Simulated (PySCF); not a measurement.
**C$_{4}$H$_{11}$BSi: density, localisation and related maps**

The calculation's input:

```
{"job": {"kind": "uv", "xc": "wB97X-D", "basis": "def2-SVPD", "nstates": 8, "ntriplets": 3}, "charge": 0, "multiplicity": 1}
C     -1.313697     0.279584    -1.686780
C     -0.897933     0.031871    -0.442357
C     -1.869227    -0.529956     0.563134
B      0.590401     0.205179    -0.019201
C      1.399033     1.467396    -0.505317
Si     1.446640    -1.103923     1.176068
H     -2.324400     0.078629    -2.010803
H     -0.648205     0.659888    -2.444133
H     -2.876607    -0.586491     0.155266
H     -1.555411    -1.528110     0.866397
H     -1.888614     0.092056     1.457286
H      0.936487     2.016589    -1.323611
H      2.425658     1.234648    -0.786253
H      1.476518     2.164439     0.332261
H      1.118999    -0.853003     2.592414
H      1.055470    -2.505230     0.943111
H      2.917889    -1.111535     1.122606
```

Command:

```sh
OMP_NUM_THREADS=1 python probes_run.py task.json out
```

Geometry: GFN2-xTB.

Level of theory: PySCF, wB97X-D/def2-SVPD, SCF density, gas phase.

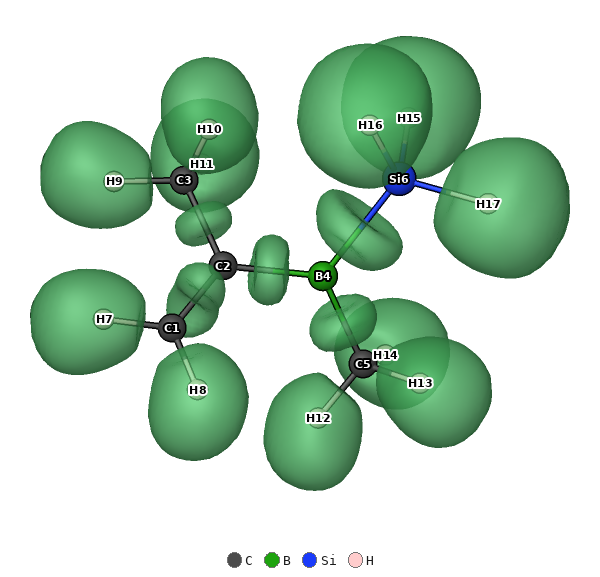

Figure 1. Isosurface of the ELF at 0.8 (green), seen across its widest extent. Only the valence region is drawn (cores and ρ < 0.01 e/Å³ removed).

**Where are the electrons localised?**

At this value the surface marks out two regions between bonded B–C atoms (shared pairs), one region between bonded B–Si atoms (shared pairs), two regions between bonded C–C atoms (shared pairs) and eleven regions around hydrogen nuclei. Along the contacts the grid gives the following. C–C (1.34 Å): the ELF peaks at about 0.95 between the atoms: a multiple bond. C–B (1.56 Å): the ELF peaks at about 1 between the atoms, as expected for a covalent bond.

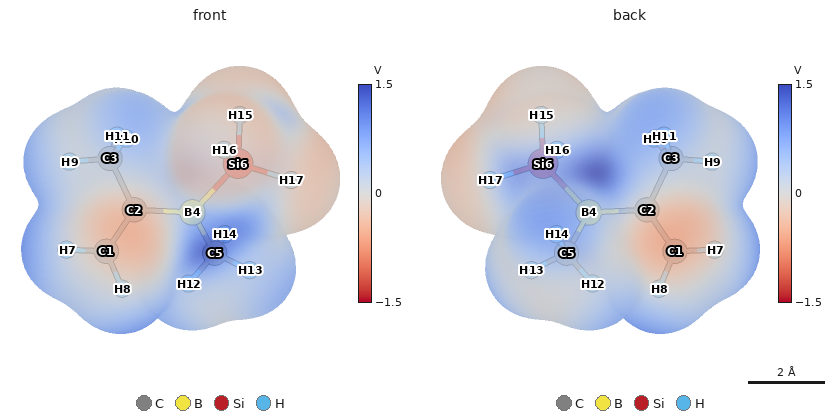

Figure 2. The molecular electrostatic potential painted on the density surface at 0.002 e/bohr³, seen from the front and from behind; red is negative and blue positive.

**Which sites attract a positive test charge, and which a negative one?**

A positive charge is drawn to the negative regions and a negative charge to the positive ones. The most negative region (about −0.5 V) lies over the π face of C1 and C2, the most positive (about +1.3 V) over B4.

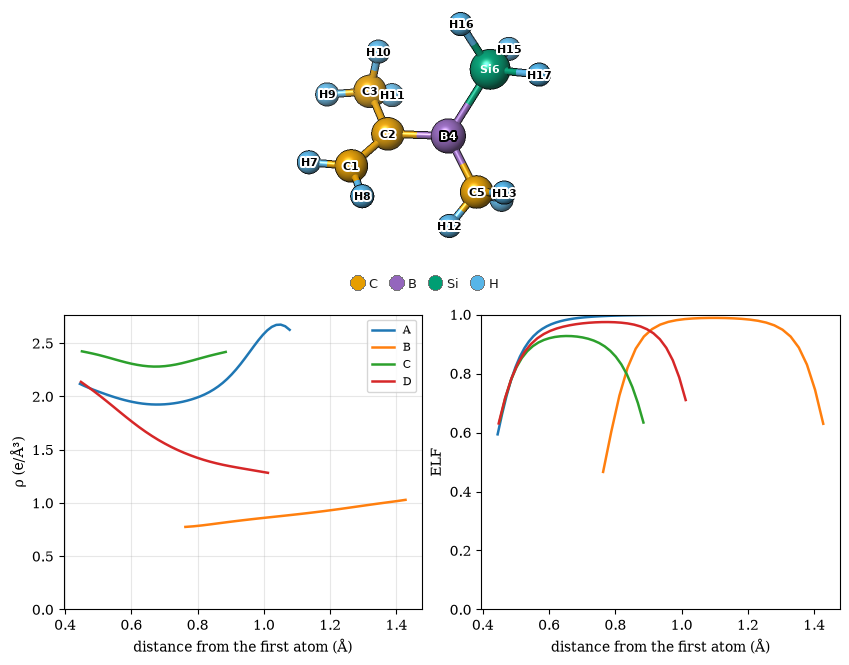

Figure 3. Total electron density and electron localisation function along straight lines between neighbouring atoms. The curves leave out the atomic cores. The structure is drawn too.

**Which curve belongs to which contact (C–B, C–C, C–H and Si–B)? The first atom named is at distance zero.**

Curve A: C–H (1.08 Å): the density is about 2 e/Å³ at the midpoint; the ELF climbs to about 1 towards the hydrogen, as it does in any bond to H: an ordinary covalent bond to hydrogen. Curve B: Si–B (1.97 Å): ρ is about 0.86 e/Å³ halfway; the ELF peaks at about 1 between the atoms; localised, covalent bonding. Curve C: C–C (1.34 Å): the density is about 2.3 e/Å³ at the midpoint; the ELF peaks at about 0.95 between the atoms (a short, multiple covalent bond). Curve D: C–B (1.56 Å): ρ is about 1.4 e/Å³ halfway; the ELF peaks at about 1 between the atoms, as expected for localised, covalent bonding.
